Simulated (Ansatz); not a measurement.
Cell of rock-salt NbN (0 0 1) on zinc-blende GaSb (0 0 1) (film strained to the substrate, started from cuts of the bulks and a machine-learned relaxation; slabs Ga6Sb5 and N12Nb12, which can lie off the formulas), relaxed at this level with a, b, gamma of the cell held:

```yaml
crystal:
  lattice:
    - [4.39297, -0.00030, 0.01143]
    - [0.00060, 4.39149, -0.11450]
    - [2.28970, 0.64320, 30.09995]
  atoms:
    - { symbol: Ga, position: [0.86247, 0.80537, 0.12988] }
    - { symbol: Ga, position: [0.40412, 0.64058, 0.05300] }
    - { symbol: Ga, position: [0.75444, 0.82877, 0.33683] }
    - { symbol: Ga, position: [0.30642, 0.32812, 0.23337] }
    - { symbol: Ga, position: [0.97661, 0.83598, 0.51728] }
    - { symbol: Ga, position: [0.18032, 0.33377, 0.44032] }
    - { symbol: Sb, position: [0.89198, 0.29873, 0.07546] }
    - { symbol: Sb, position: [0.77849, 0.32685, 0.28511] }
    - { symbol: Sb, position: [0.33454, 0.82543, 0.18164] }
    - { symbol: Sb, position: [0.64643, 0.33542, 0.49474] }
    - { symbol: Sb, position: [0.22580, 0.83177, 0.38857] }
    - { symbol: N, position: [0.59637, 0.32919, 0.67556] }
    - { symbol: N, position: [0.11925, 0.85442, 0.67638] }
    - { symbol: N, position: [0.14825, 0.33737, 0.59696] }
    - { symbol: N, position: [0.64374, 0.84302, 0.59679] }
    - { symbol: N, position: [0.51337, 0.33186, 0.82467] }
    - { symbol: N, position: [0.04151, 0.85969, 0.82460] }
    - { symbol: N, position: [0.08310, 0.33016, 0.74577] }
    - { symbol: N, position: [0.55509, 0.85838, 0.74527] }
    - { symbol: N, position: [0.44311, 0.34592, 0.97334] }
    - { symbol: N, position: [0.94921, 0.85036, 0.97323] }
    - { symbol: N, position: [0.00323, 0.33868, 0.89466] }
    - { symbol: N, position: [0.47778, 0.86140, 0.89374] }
    - { symbol: Nb, position: [0.09818, 0.35469, 0.67096] }
    - { symbol: Nb, position: [0.62330, 0.82871, 0.67082] }
    - { symbol: Nb, position: [0.64402, 0.34382, 0.60233] }
    - { symbol: Nb, position: [0.14356, 0.83686, 0.60319] }
    - { symbol: Nb, position: [0.01440, 0.36130, 0.81879] }
    - { symbol: Nb, position: [0.54647, 0.82949, 0.81849] }
    - { symbol: Nb, position: [0.58162, 0.36055, 0.75148] }
    - { symbol: Nb, position: [0.04947, 0.82851, 0.75152] }
    - { symbol: Nb, position: [0.94546, 0.34888, 0.96789] }
    - { symbol: Nb, position: [0.45351, 0.84900, 0.96697] }
    - { symbol: Nb, position: [0.50098, 0.36282, 0.89935] }
    - { symbol: Nb, position: [0.97429, 0.83808, 0.89923] }
```

All values below come from PBE (plane waves to 420 eV, PAW; Ansatz, a first-principles code). Spin–orbit coupling is left out; the runs are not spin-polarised. Its k-point mesh 7×7×1, Fermi–Dirac width 0.05 eV.

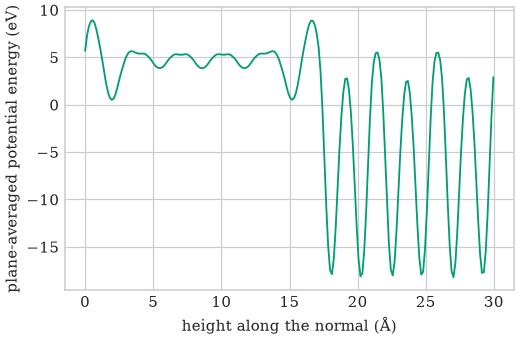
Smooth (PAW) electrostatic potential energy of an electron, averaged over planes, about its mean

The curve spans 27.1 eV over the stretch drawn.
